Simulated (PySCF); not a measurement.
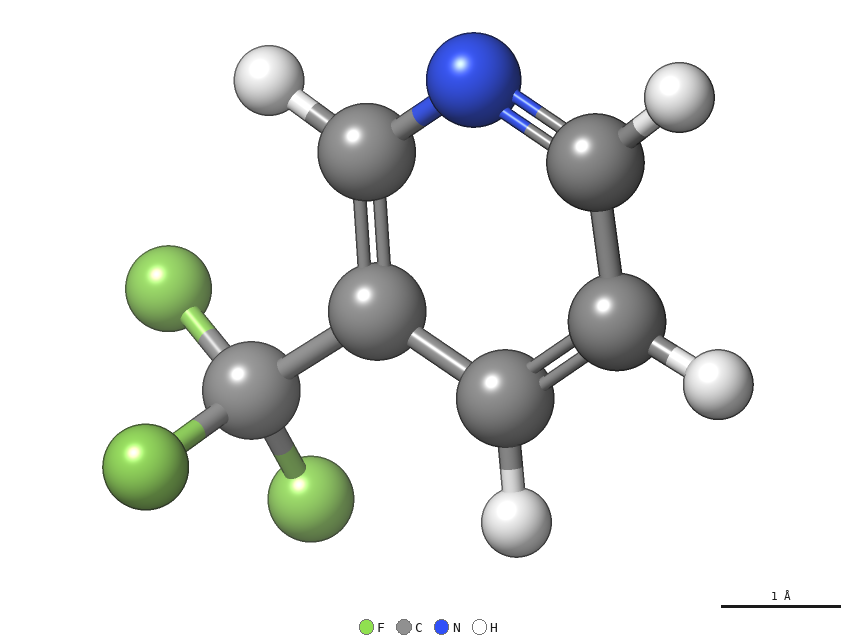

Rendered structure (ball-and-stick style).

Computed geometry: GFN2-xTB optimisation. No frequency run is at hand to confirm it as a minimum.

What does the picture show?

Formula C6H4F3N. Its SMILES string is `FC(F)(F)c1cccnc1`. Independent rings (smallest set): 1 of 6 members, 1 of them aromatic. Among its groups: C–F bond. The point group is C1. Coordination: 1 C tetrahedral; 5 C trigonal planar; 1 N bent.

The parts below concern this one geometry. Atoms keep their numbers from picture to picture.

NMR shielding

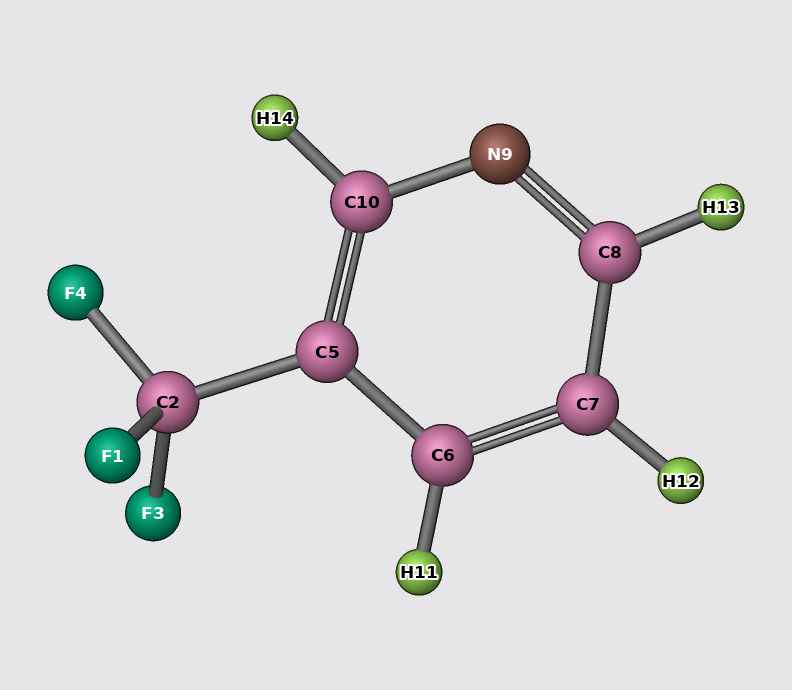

The questions are on isotropic NMR shieldings of the H atoms. No frequency run is at hand to confirm it as a minimum. Properties computed with GIAO PBE0/pcSseg-1 NMR shielding, non-relativistic, gas phase (PySCF 2.14.0).

List the isotropic NMR shieldings of the H atoms.

```tsv
atom	σ (ppm)
H11	23.45
H12	24.10
H13	22.52
H14	22.39
```

Electronic properties

No frequency run is at hand to confirm it as a minimum. Level of theory: PBE0/pcSseg-1, gas phase (PySCF 2.14.0).

Question: What is the LUMO energy (Kohn–Sham orbital)?

Answer: −1.48 eV.

Question: Estimate the HOMO energy (Kohn–Sham orbital).

Answer: −7.92 eV.

Question: What is the dipole moment?

Answer: 2.60 D.

Quadrupole coupling

No frequency run is at hand to confirm it as a minimum. Electric field gradients from the ground-state density, PBE0/pcSseg-1 (PySCF 2.14.0), non-relativistic apart from any core potentials.

Give the largest field-gradient component, the quadrupole coupling constant and the asymmetry for 14N at N9 (Q = 20.44 mb).

```tsv
atom	V_zz (a.u.)	e²qQ/h (MHz)	η
N9	−1.163	−5.58	0.39
```
